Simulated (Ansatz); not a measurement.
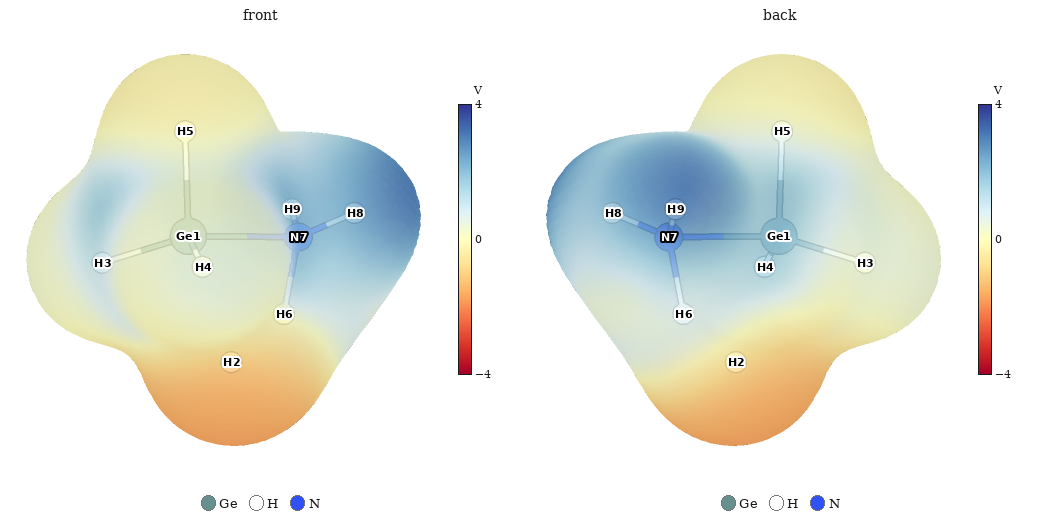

GeH6N···H. The electrostatic potential painted on the density surface at 0.004 e/bohr³, seen from the front and from behind; red is negative and blue positive.

A transition-state structure; geometry: PBE0-D4/def2-TZVP.

Level of theory: RKS PBE0-D4/def2-TZVPP in Ansatz 0.2.0.

```xyz
9

Ge   -0.7807   -0.4401   -0.1795
H     0.8332   -1.2808    0.7684
H    -0.5693   -1.5423   -1.2200
H    -1.5387   -0.7706    1.1082
H    -1.6711    0.6339   -0.9063
H     1.1820   -0.1662    0.5400
N     0.7602    0.8163    0.0458
H     0.5903    1.6097    0.6575
H     1.1941    1.1400   -0.8141
```

Q: Which sites attract a positive test charge, and which a negative one?

A: A positive charge is drawn to the negative regions and a negative charge to the positive ones. The most negative region (about −1.7 V) lies over H2, the most positive (about +3.2 V) over H8 and H9.
